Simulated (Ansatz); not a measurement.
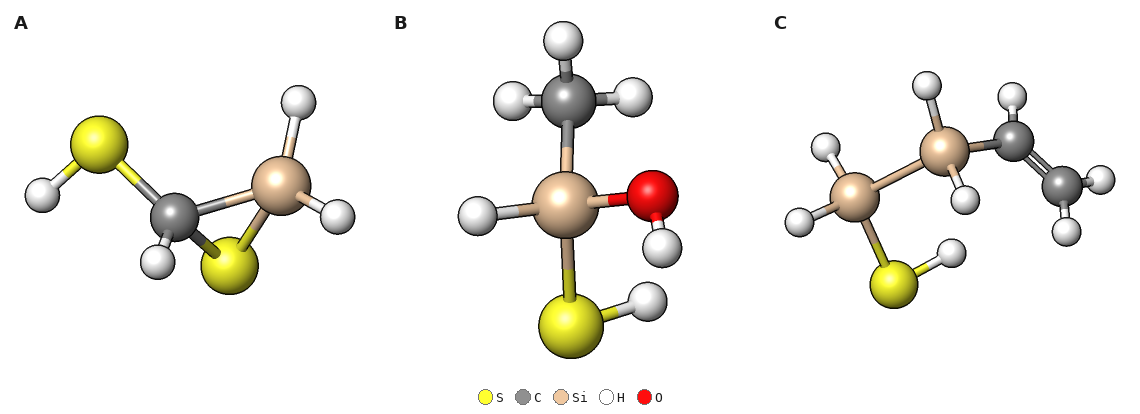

Source: calculation with Ansatz.

### Match each picture to its SMILES.
(1) S[C@@H]1[SiH2]S1
(2) C[Si@H](O)S
(3) C=C[SiH2][SiH2]S

A is (1), B is (2), C is (3).
